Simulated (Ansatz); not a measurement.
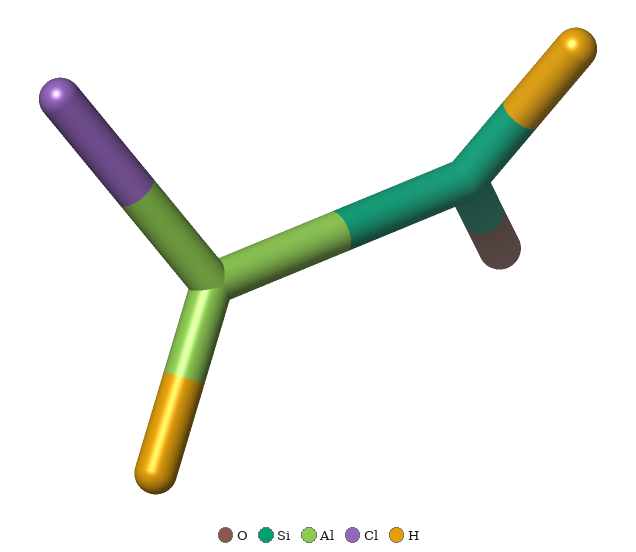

A stick model of a molecule.

The computed structure is the end point of a PBE0-D4/def2-TZVP optimisation. No frequency run is at hand to confirm it as a minimum.

Description:

Formula AlClH2OSi. This geometry has C1 symmetry. Coordination: 1 Si trigonal planar; 1 Al trigonal planar.

More results for the same structure follow; atom numbers are the same in all pictures, views and colours differ.

## Dipole moment

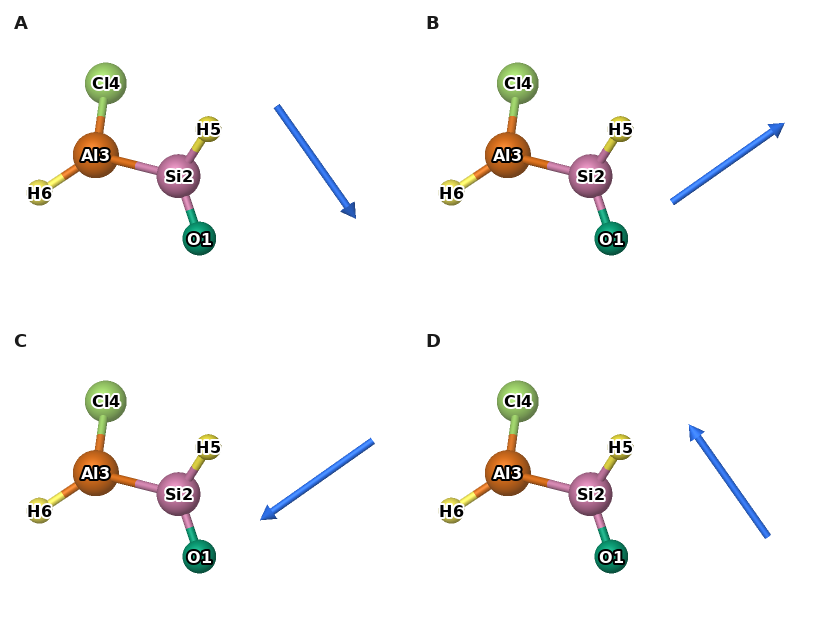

The same molecule four times, each with an arrow. No frequency run is at hand to confirm it as a minimum. Level of theory: RKS PBE0-D4/def2-TZVP (Ansatz 0.2.0).

> Which arrow points along the dipole moment, from the negative to the positive end?

D. The dipole moment is 3.04 D; it points from the side of O1 to the side of Cl4 (the outermost atoms at the two ends).

## Electronic properties

No frequency run is at hand to confirm it as a minimum. Properties computed with RKS PBE0-D4/def2-TZVPP (Ansatz 0.2.0).

> What is the HOMO energy (Kohn–Sham orbital)?

−7.55 eV.

> Give the LUMO energy (Kohn–Sham orbital) at this level.

−3.09 eV.

## Charges

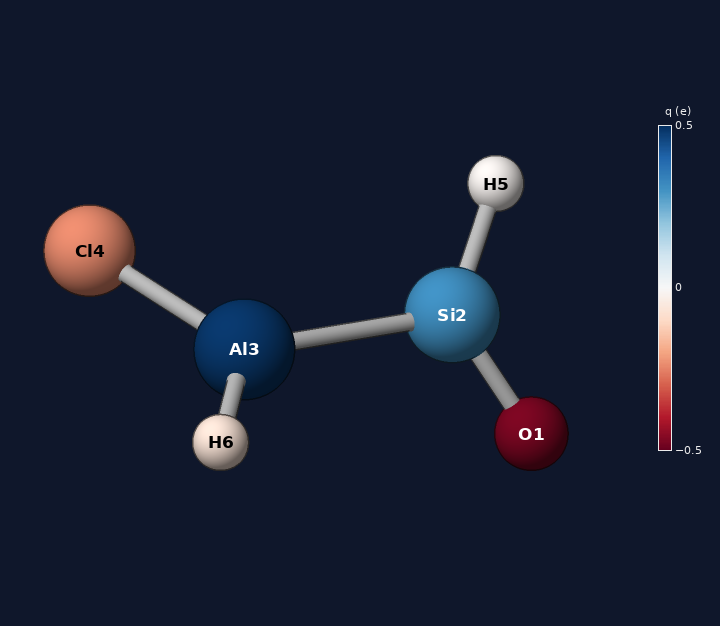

Atoms are coloured by their Mulliken charges. No frequency run is at hand to confirm it as a minimum. Properties computed with RKS PBE0-D4/def2-TZVP (Ansatz 0.2.0).

> Which atom carries the highest charge (most positive or least negative)?

Al3 (0.48 e).

> And the lowest?

O1 (−0.47 e).

List the Mulliken charges.

```
atom  value (e)
  O1      −0.47
 Si2       0.31
 Al3       0.48
 Cl4      −0.24
  H5      −0.01
  H6      −0.07
```

Mulliken values depend strongly on the basis set and can even reverse the polarity of a bond.
